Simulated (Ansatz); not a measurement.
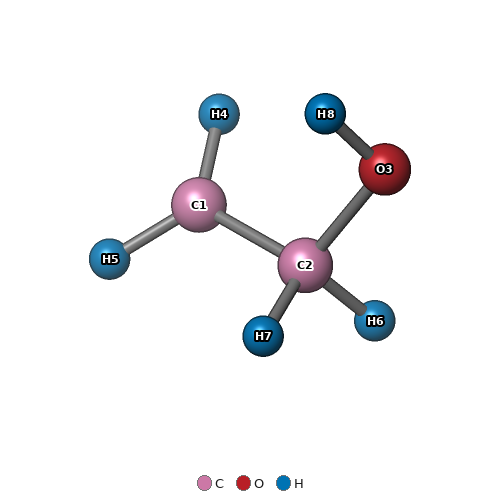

The system is C₂H₅O, SMILES [CH2]CO, spin multiplicity 2; the picture shows the reference structure. First axis: dihedral C1–C2–O3–H8. Second axis: dihedral H4–C1–C2–O3. Nothing is relaxed (all other coordinates rigid). The scan uses a 15 × 15 grid. Points are written as (first, second). Energies are in kJ/mol, from the lowest grid point. Theory: UHF-MP2, frozen core/def2-TZVP in Ansatz 0.2.0.

Its coordinates:

```xyz
8

C    -0.5798    0.2063   -0.7968
C     0.2634    0.2599    0.4220
O     0.4890   -1.0257    0.9925
H    -1.3997   -0.4962   -0.8389
H    -0.5155    0.9789   -1.5486
H    -0.2294    0.8337    1.2150
H     1.2113    0.7674    0.2070
H     0.8529   -1.5813    0.2920
```

Range: dihedral C1–C2–O3–H8 from −180 to 156°; dihedral H4–C1–C2–O3 from −180 to 156°.

What landscape does the calculation give?

The lowest grid point is at (60°, 36°). There are further wells near (60°, −132°) (2.8 kJ/mol above the lowest at that grid point); (−60°, 156°) (7.2 kJ/mol above the lowest at that grid point); (−180°, 36°) (9.0 kJ/mol above the lowest at that grid point). The highest grid point, (−132°, 108°), lies 19.3 kJ/mol above the lowest. On the interpolated surface the easiest way out of the lowest well to the well at about (55°, −125°) passes a barrier of about 7.9 kJ/mol. Round the minimum the valley is somewhat tilted: raising dihedral C1–C2–O3–H8 shifts the best value of dihedral H4–C1–C2–O3 downwards (coupling k₁₂/√(k₁₁k₂₂) about 0.2). At the highest point the unbonded atoms H6···H8 come to 2.00 Å, against 2.80 Å at the lowest; the sum of their van der Waals radii is about 2.4 Å.

```csv
"dihedral H4–C1–C2–O3 ↓, dihedral C1–C2–O3–H8 →",−180,−156,−132,−108,−84,−60,−36,−12,12,36,60,84,108,132,156
156,10.0,12.3,14.7,14.0,10.4,7.2,7.4,9.9,10.5,7.9,5.9,7.1,9.4,10.3,9.8
132,12.3,15.0,17.7,16.9,13.0,9.3,8.5,9.9,10.3,8.4,7.2,8.9,11.6,12.6,11.9
108,14.7,16.7,19.3,19.0,15.6,12.4,11.5,11.9,10.9,8.7,7.9,10.4,14.2,15.9,15.1
84,14.3,15.1,17.4,17.7,15.5,13.2,12.6,12.1,9.7,6.5,6.0,9.4,14.4,16.9,15.8
60,11.3,11.3,13.2,14.3,13.2,11.8,11.7,10.8,7.0,2.7,2.1,6.0,11.6,14.6,13.5
36,9.0,9.1,10.9,12.0,11.3,10.6,11.2,11.0,6.9,1.5,0.0,3.5,8.7,11.6,10.8
12,9.4,10.4,12.4,12.8,11.3,10.3,11.6,13.2,10.5,5.0,2.3,4.4,8.4,10.6,10.2
−12,11.0,13.1,15.4,15.0,12.1,9.9,11.0,13.7,13.4,9.3,6.4,7.3,9.9,11.2,10.8
−36,12.1,14.7,17.2,16.5,12.8,9.6,9.7,12.0,12.5,9.9,7.9,8.8,11.1,12.0,11.5
−60,12.3,14.6,17.0,16.3,12.7,9.6,9.4,10.7,10.3,7.7,6.4,8.2,11.3,12.7,12.2
−84,12.0,13.3,15.5,15.3,12.5,10.1,10.0,10.5,8.7,5.4,4.2,6.9,11.3,13.6,12.9
−108,11.5,11.9,13.8,14.4,12.9,11.5,11.6,11.3,8.3,4.1,3.0,6.4,11.6,14.3,13.3
−132,10.9,10.8,12.7,13.8,13.3,12.7,13.4,13.2,9.3,4.2,2.8,6.2,11.5,14.3,13.2
−156,10.3,10.6,12.3,13.2,12.3,11.8,13.3,14.5,11.3,5.8,3.5,6.1,10.6,13.0,12.1
−180,9.7,10.9,12.9,12.8,10.5,8.8,10.1,12.7,11.8,7.4,4.8,6.3,9.5,11.1,10.4
```

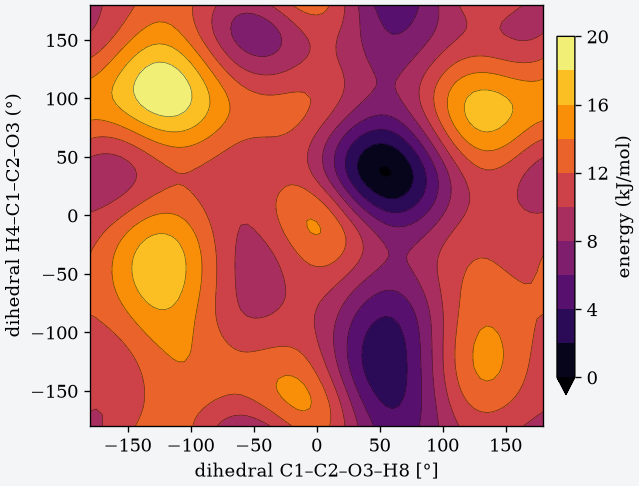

In the figure: filled contours. Between grid points the surface is interpolated.

The whole map (225 points run) took 23 min on 1 thread of Arm Neoverse V2 (shared host).
